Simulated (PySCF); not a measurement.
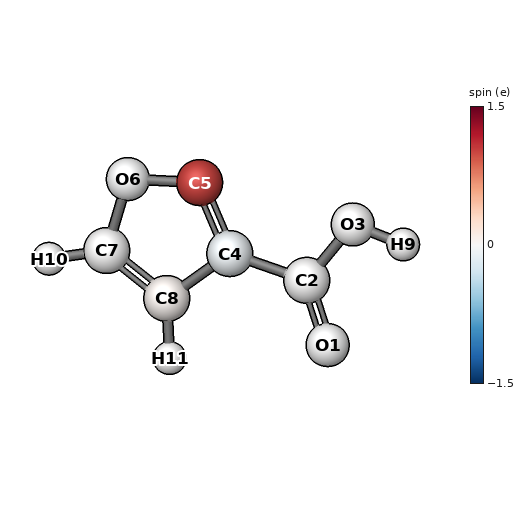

Atoms are coloured by their Mulliken spin populations. The species is neutral and a spin doublet. The geometry was computed by an optimisation with GFN2-xTB. No frequency run is at hand to confirm it as a minimum. Properties computed with UKS B3LYP, pcH-1 on C H O, non-relativistic (PySCF 2.14.0).

Give the Mulliken spin populations atom by atom.

```
atom  value (e)
  O1      −0.01
  C2       0.01
  O3       0.00
  C4      −0.07
  C5       1.01
  O6       0.00
  C7       0.01
  C8       0.05
  H9       0.00
 H10       0.00
 H11       0.00
```

Mulliken values depend strongly on the basis set.
